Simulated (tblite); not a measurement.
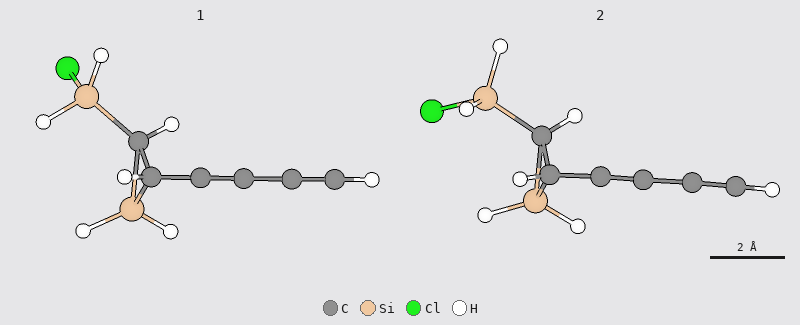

Two geometries of C6H7ClSi2, drawn at one scale. One is the start of a relaxation, the other its converged end. A ball-and-stick model, seen at a tilt.

The calculation used GFN2-xTB geometry optimisation, gas phase (tblite 0.8.0). 

**Which geometry has the lower energy?**

Structure 1 is the relaxed one. The Cl atom moves most after the best rigid fit: 1.55 Å. By element the largest moves are Cl 1.55 Å, H 1.09 Å, Si 0.28 Å, C 0.24 Å. Among the contacts that change: Cl–Si 2.094 → 2.024 Å, C–C 1.468 → 1.411 Å, C–C 1.397 → 1.356 Å, C–Si 1.869 → 1.906 Å. Bond angles that change, for instance: Si–C–Si 119.3° → 126.1°, C–C–H 117.9° → 111.9°, C–Si–H 112.5° → 117.4°. Groups turn about C–Si by about 50°. Over 139 geometry steps the energy falls by 0.476 eV. The run took 2.5 s on 1 thread of Arm Neoverse N1, with other jobs on the host.
